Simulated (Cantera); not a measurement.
A closed system holds: 1 mol HMDSO, a varied amount of NO, equilibrated at 623.15 K and 82.5 Torr.

Method: chemical equilibrium by Gibbs-energy minimisation in Cantera with the NASA 1993 tables (ideal gas, pure condensed phases). Candidate condensed phases: C, C6H6, C7H8, C8H18, H2O, Si, SiC, SiO2, Si2N2O, Si3N4; 151 gas species. The feed counts by its element totals alone. Kinetics and transport are ignored.

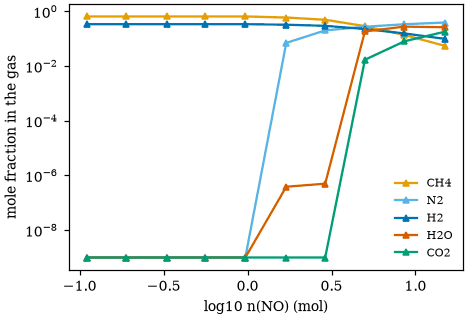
Figure: Equilibrium gas composition (values under 1e-9 drawn at 1e-9)

Question: Read off the mole fractions at 2.9 mol NO.

Answer: CH4 about 0.50, H2 about 0.30, N2 about 0.20, H2O about 5.0e-7.
